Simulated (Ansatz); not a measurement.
# NH3 (ammonia) at BHLYP/def2-TZVPPD

What is the electronic atomisation energy of NH3 (ammonia) at BHLYP/def2-TZVPPD? 

The results are computed with Ansatz 0.2.0.

29 further runs of the same task are left out: 29 set aside as unsound or not needed.

## Step 1: The system as given

The species is NH3 (4 atoms), meant as a singlet with charge 0. SMILES: `N`. Geometry: relaxed at PBE0-D4/def2-TZVP.

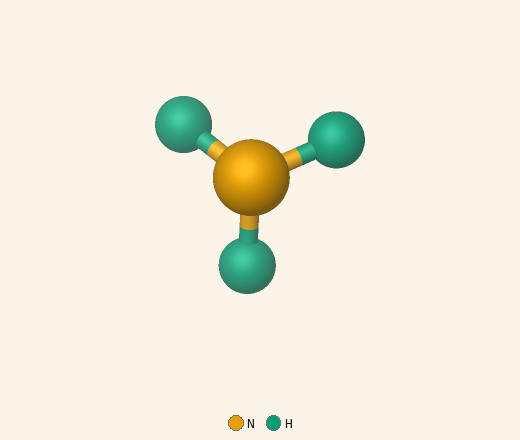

Viewed from a chosen angle; nitrogen amber, hydrogen teal.

## Step 2: The energy at BHLYP/def2-TZVPPD

molecule.yaml reads:

```yaml
crystal:
  periodic: [false, false, false]
  atoms:
    - {symbol: N, position_ang: [-0.069910, 0.249470, 0.110930]}
    - {symbol: H, position_ang: [0.490470, -0.301820, 0.749180]}
    - {symbol: H, position_ang: [-0.887480, -0.301940, -0.118910]}
    - {symbol: H, position_ang: [0.466920, 0.354280, -0.741200]}
basis:
  gaussian: {orbitals: def2-TZVPPD.json}
hamiltonian: {xc: {name: BHLYP}}
accuracy: high
magnetization: {spin_polarized: false}
output: {orbitals: {seedname: orbitals}}
```

The basis set def2-TZVPPD is read from a file made from the Basis Set Exchange's data (not shown).

Started as:

```
$ ansatz run molecule.yaml --threads 1 --pin off --max-ram 3480MiB --events-out events.jsonl --progress --plain --runs-dir runs
```

What it wrote:

```text
Warning: RAYON_NUM_THREADS=1 ignored (pool sized by the plan → 1); use --threads N
Functional definition: BHLYP
  name "BHLYP"
  parameter a = 0.5
  exchange = (1 - a)*b88_x + a*exact_x
  correlation = lyp_c
1413 factors; integrals over basis functions are off by at most 3.1e-9 eV
mean field evaluation 1: about -1534.8154 eV, gradient 4.6e1 eV
mean field evaluation 2: about -1534.0298 eV, gradient 4.8e1 eV
mean field evaluation 4: about -1538.7711 eV, gradient 1.3e-1 eV
mean field evaluation 8: about -1538.7713 eV, gradient 5.6e-3 eV
mean field evaluation 16: about -1538.7713 eV, gradient 3.5e-7 eV
mean field -1538.77127354 eV, -56.5488012861 hartree, gradient 3.7e-8 eV, S^2 0.000000; 0 other end points of the search recorded, 0 dependent functions left out
reference -1538.77129368 eV, -56.5488020259 hartree; 5, 5 occupied and 83, 83 virtual orbitals, 1413 factors
Total energy: -1538.77129368 eV, -56.5488020259 hartree
```

It took 2.4 s on 1 thread of Arm Neoverse V1, shared host; peak memory 0.16 GiB.

## Step 3: The H atom, same level

job.yaml reads:

```yaml
crystal:
  periodic: [false, false, false]
  atoms:
    - {symbol: H, position_ang: [0.000000, 0.000000, 0.000000]}
basis:
  gaussian: {orbitals: def2-TZVPPD.json}
magnetization: {spin_polarized: true, initial_magnetization: 1}
hamiltonian: {xc: {name: BHLYP}}
accuracy: high
```

The basis set def2-TZVPPD is read from a file made from the Basis Set Exchange's data (not shown).

Run the same way, it converges to -0.49854 Eh (log not shown).

## Step 4: The N atom, same level

job.yaml reads:

```yaml
crystal:
  periodic: [false, false, false]
  atoms:
    - {symbol: N, position_ang: [0.000000, 0.000000, 0.000000]}
basis:
  gaussian:
    orbitals: def2-TZVPPD.json
magnetization:
  spin_polarized: true
  initial_magnetization: 3
hamiltonian:
  xc: {name: BHLYP}
accuracy: high
```

The basis set def2-TZVPPD is read from a file made from the Basis Set Exchange's data (not shown).

Run the same way, it converges to -54.59089 Eh (log not shown).

## Step 5: Results

At BHLYP/def2-TZVPPD:

| quantity | value |
| --- | --- |
| molecule: total energy | -56.54880 Eh |
| molecule: HOMO energy | -9.21 eV |
| molecule: LUMO energy | 0.75 eV |
| molecule: HOMO–LUMO gap | 9.97 eV |
| H atom: total energy | -0.49854 Eh |
| H atom: ⟨S²⟩ | 0.750 |
| N atom: total energy | -54.59089 Eh |
| N atom: ⟨S²⟩ | 3.754 |
| electronic atomisation energy | 12.579 eV |

What this shows: Taking the molecule apart into free atoms costs 12.58 eV (1214 kJ/mol), before zero-point energy and without spin-orbit coupling.
